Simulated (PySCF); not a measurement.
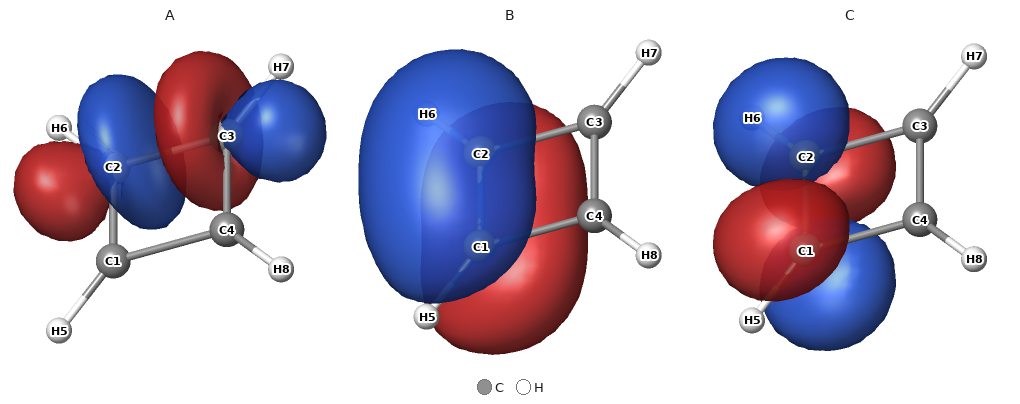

*C₄H₄, SMILES `C1=CC=C1`. Intrinsic bond orbitals (IBO), occupied and valence-virtual; each surface holds about 85 % of the orbital's density. Energies are diagonal elements of the Fock matrix.*

Method: PBE/def2-SVPD; geometry: GFN2-xTB; program: PySCF. This is a single-reference result, which may miss multireference character in this system. No frequency check shows the geometry to be a minimum.

Input script:

```python
import numpy as np
from pyscf import gto, scf, dft, lo
from pyscf.data.elements import chemcore

def solve(mol, dm0=None, hcore=None):
    mf = (dft.UKS if mol.spin else dft.RKS)(mol, xc='pbe')
    mf.grids.level = 3
    mf = mf.density_fit(auxbasis='def2-universal-jkfit')
    mf.conv_tol, mf.max_cycle = 1e-8, 80
    if hcore is not None:
        mf.get_hcore = lambda *args: hcore
    mf.kernel(dm0)
    if not mf.converged:
        mf = mf.newton().run(mf.mo_coeff, mf.mo_occ, max_cycle=30)
    assert mf.converged, 'SCF not converged'
    return mf

mol = gto.M(atom='''
C     -0.77613    -0.66313     0.00000
C     -0.77613     0.66313     0.00000
C      0.77613     0.66313     0.00000
C      0.77613    -0.66313     0.00000
H     -1.51736    -1.43768     0.00000
H     -1.51736     1.43768     0.00000
H      1.51736     1.43768     0.00000
H      1.51736    -1.43768     0.00000
''', basis='def2-svpd', charge=0, spin=0, verbose=4)
mf = solve(mol)
occ_all = mf.mo_coeff[:, mf.mo_occ > 0]
occ = occ_all[:, chemcore(mol):]
loc = lo.ibo.ibo(mol, occ, iaos=lo.iao.iao(mol, occ_all))
fock, s = mf.get_fock(), mf.get_ovlp()
ortho = lo.orth_ao(mol, 'meta_lowdin')
ortho = lo.vec_lowdin(lo.iao.iao(mol, occ_all), s)
labels = lo.iao.reference_mol(mol).ao_labels(fmt=None)
vir = lo.vvo.livvo(mol, occ_all, mf.mo_coeff[:, mf.mo_occ == 0])
both = np.hstack([loc, vir])
p = (ortho.T @ s @ both) ** 2
pop = np.array([p[[l[0] == a for l in labels]].sum(0) for a in range(mol.natm)])
spd = np.array([[p[[l[0] == a and l[2][-1] == k for l in labels]].sum(0) for k in 'spd'] for a in range(mol.natm)])
eps = np.einsum('pi,pq,qi->i', both, fock, both)
for i in np.argsort(eps):
    top = np.argsort(-pop[:, i])[:3]
    print('%3d %s %9.4f Eh ' % (i + 1, 'occ' if i < loc.shape[1] else 'vir', eps[i]), '  '.join('%s%d %.3f' % (mol.atom_symbol(a), a + 1, pop[a, i]) for a in top))
np.savez('result.npz', c=both, nocc=loc.shape[1], pop=pop, spd=spd, eps=eps, e=mf.e_tot)
```

Run with:

```sh
OMP_NUM_THREADS=1 python input.py
```

The run took 8.9 s on 1 thread of Arm Neoverse V1, on a shared host, peak memory 0.43 GiB.

Q: Identify each orbital.

A: By panel:
- A: σ* orbital C3–C2 (C3 50 %, C2 50 %; 7.8 eV)
- B: π bond C1–C2 (C1 50 %, C2 50 %; −6.8 eV)
- C: π* orbital C2–C1 (C2 50 %, C1 50 %; 0.0 eV)

Q: Which has the smallest and which the largest spatial spread?

A: Smallest: A (1.04 Å); largest: B (1.20 Å).

Q: How do all the valence pairs divide up?

A: 10 pairs: 8 σ bonds and 2 two-centre π bonds.
